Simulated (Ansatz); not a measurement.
## Frequency calculation, with input and output: CH₁₀GeOSi₂

System: CH₁₀GeOSi₂, SMILES O[SiH2][SiH2][CH2][GeH3].
Method: RHF/def2-SVP (Ansatz 0.2.0).

It belongs to a series of runs on one base structure; here: vibrations at the highest image of the band.

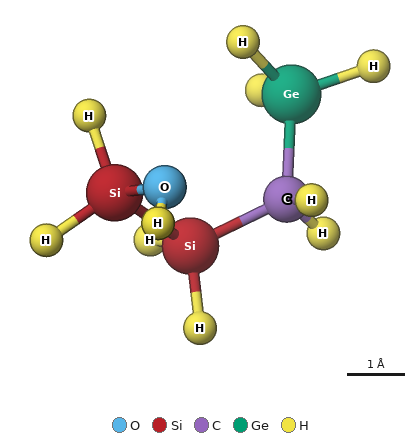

Fig. 1: The input geometry (ball-and-stick view, seen at a tilt). Sticks mark near contacts.

### Input file
```yaml
crystal:
  periodic: [false, false, false]
  atoms:
    - { symbol: O, position_ang: [-2.658904, -0.586124, 0.488324] }
    - { symbol: Si, position_ang: [-1.838496, -0.55295, -0.958245] }
    - { symbol: Si, position_ang: [0.434513, -1.11741, -0.59084] }
    - { symbol: C, position_ang: [1.170296, -0.144778, 0.858317] }
    - { symbol: Ge, position_ang: [1.469819, 1.785206, 0.609429] }
    - { symbol: H, position_ang: [-3.197442, -1.327184, 0.712379] }
    - { symbol: H, position_ang: [-1.966909, 0.80658, -1.5284] }
    - { symbol: H, position_ang: [-2.459284, -1.515178, -1.907743] }
    - { symbol: H, position_ang: [1.213911, -0.873912, -1.835062] }
    - { symbol: H, position_ang: [0.509677, -2.575488, -0.29941] }
    - { symbol: H, position_ang: [0.510851, -0.272087, 1.721971] }
    - { symbol: H, position_ang: [2.131343, -0.593137, 1.12696] }
    - { symbol: H, position_ang: [0.150901, 2.496954, 0.272108] }
    - { symbol: H, position_ang: [2.04461, 2.3938, 1.897356] }
    - { symbol: H, position_ang: [2.463113, 2.025106, -0.538146] }
basis:
  gaussian: { orbitals: def2-SVP }
hamiltonian:
  xc: hf
phonons: {}
```

Command:
```bash
ansatz run input.yaml --threads 2 --pin off --max-ram 3072MiB --backend cpu --events-out ev --progress --plain --runs-dir out
```

### What the program printed
```
Engine: ansatz 0.2.0, x86_64-unknown-linux-gnu
Functional definition: HF
  exchange = exact_x
  correlation = 0
1541 factors; integrals over basis functions are off by at most 3.6e-4 eV
mean field evaluation 1: about -75406.6488 eV, gradient 3.8e1 eV
mean field evaluation 2: about -75406.6843 eV, gradient 3.8e1 eV
mean field evaluation 4: about -75410.3848 eV, gradient 3.6e0 eV
mean field evaluation 8: about -75410.4397 eV, gradient 2.0e-1 eV
mean field -75410.43991824 eV, -2771.2825519632 hartree, gradient 1.2e-5 eV, S^2 0.000000; 0 other end points of the search recorded, 0 dependent functions left out
the calculation of the forces begins
reference -75410.43991824 eV, -2771.2825519632 hartree; 42, 42 occupied and 104, 104 virtual orbitals, 1541 factors
these checks for a lower state are left out or cut short: stability, starts, cluster_reference, orbital_swaps, neighbouring_geometries, increment
1541 factors; integrals over basis functions are off by at most 3.6e-4 eV
mean field evaluation 16: about -75410.4398 eV, gradient 2.0e-4 eV
mean field -75410.43984479 eV, -2771.2825492642 hartree, gradient 1.2e-6 eV, S^2 0.000000; 0 other end points of the search recorded, 0 dependent functions left out
[... from here on the field's lines of each further geometry are left out, up to the last ...]
the calculation of the forces begins
reference -75410.43988571 eV, -2771.2825507678 hartree; 42, 42 occupied and 104, 104 virtual orbitals, 1541 factors
these checks for a lower state are left out or cut short: stability, starts, cluster_reference, orbital_swaps, neighbouring_geometries, increment
1541 factors; integrals over basis functions are off by at most 3.6e-4 eV
mean field -75410.43988141 eV, -2771.2825506098 hartree, gradient 2.0e-6 eV, S^2 0.000000; 0 other end points of the search recorded, 0 dependent functions left out
the calculation of the forces begins
reference -75410.43988141 eV, -2771.2825506098 hartree; 42, 42 occupied and 104, 104 virtual orbitals, 1541 factors
WARN: phonons: modes at or below zero, which the zero-point energy, F, S and C_V leave out: 1, the lowest at -195.43 cm⁻¹. A minimum has none, and a first-order saddle one
Total energy: -75410.43991824 eV, -2771.2825519632 hartree
Atom 0 at    -2.658904    -0.586124     0.488324 Å, force     0.008038     0.010838     0.003168 eV/Å
Atom 1 at    -1.838496    -0.552950    -0.958245 Å, force     0.003843     0.001142     0.000621 eV/Å
Atom 2 at     0.434513    -1.117410    -0.590840 Å, force    -0.002441    -0.001440    -0.001424 eV/Å
Atom 3 at     1.170296    -0.144778     0.858317 Å, force    -0.002399     0.000637     0.000365 eV/Å
Atom 4 at     1.469819     1.785206     0.609429 Å, force    -0.000215    -0.000588    -0.000018 eV/Å
Atom 5 at    -3.197442    -1.327184     0.712379 Å, force    -0.007619    -0.007499    -0.000862 eV/Å
Atom 6 at    -1.966909     0.806580    -1.528400 Å, force    -0.005308    -0.000666     0.002243 eV/Å
Atom 7 at    -2.459284    -1.515178    -1.907743 Å, force     0.002046    -0.001776    -0.003457 eV/Å
Atom 8 at     1.213911    -0.873912    -1.835062 Å, force    -0.000947     0.000212     0.000920 eV/Å
Atom 9 at     0.509677    -2.575488    -0.299410 Å, force     0.003252     0.000081     0.000230 eV/Å
Atom 10 at     0.510851    -0.272087     1.721971 Å, force     0.000141     0.000268    -0.000905 eV/Å
Atom 11 at     2.131343    -0.593137     1.126960 Å, force    -0.000178    -0.000149    -0.000218 eV/Å
Atom 12 at     0.150901     2.496954     0.272108 Å, force     0.000213     0.000298    -0.001290 eV/Å
Atom 13 at     2.044610     2.393800     1.897356 Å, force     0.000219    -0.000233    -0.000257 eV/Å
Atom 14 at     2.463113     2.025106    -0.538146 Å, force     0.001355    -0.001127     0.000884 eV/Å
Dipole moment:    -0.074565    -0.303216     0.072384 e Å
Vibrations: -195.43 29.39 49.20 88.74 120.52 164.06 229.12 421.17 427.17 509.34 523.71 569.88 650.66 700.09 740.15 766.92 825.52 874.10 898.56 922.59 939.12 964.47 966.28 979.38 1020.19 1036.61 1106.96 1181.54 1508.89 2224.33 2226.24 2250.21 2285.09 2291.70 2303.23 2339.45 3182.66 3242.77 4223.50 cm⁻¹, zero-point energy 2.838217 eV
```

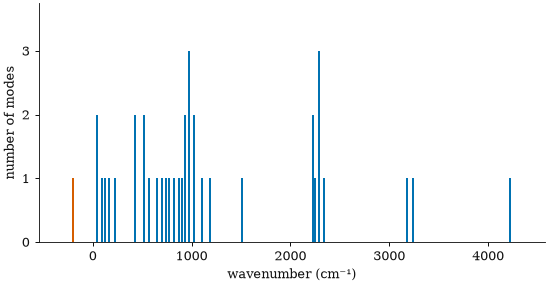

Fig. 2: Harmonic vibrational wavenumbers from the force constants; neighbouring modes closer than 20 cm⁻¹ are counted in one stick, and imaginary ones are drawn at negative wavenumbers. 39 modes from 195i to 4223 cm⁻¹, 1 imaginary beyond 8i (195i cm⁻¹): a first-order saddle point, if the geometry is stationary.

### Results in brief

- outcome: converged
- total energy: −75410.4399 eV
- mean-field energy: −75410.4399 eV
- largest force (length of the vector): 0.014 eV/Å
- hardware: 2 threads of Intel Xeon (Granite Rapids), 16 GiB of memory available, shared host
- wall time: 2.4 min (CPU time 4.5 min)
- peak memory: 0.41 GiB
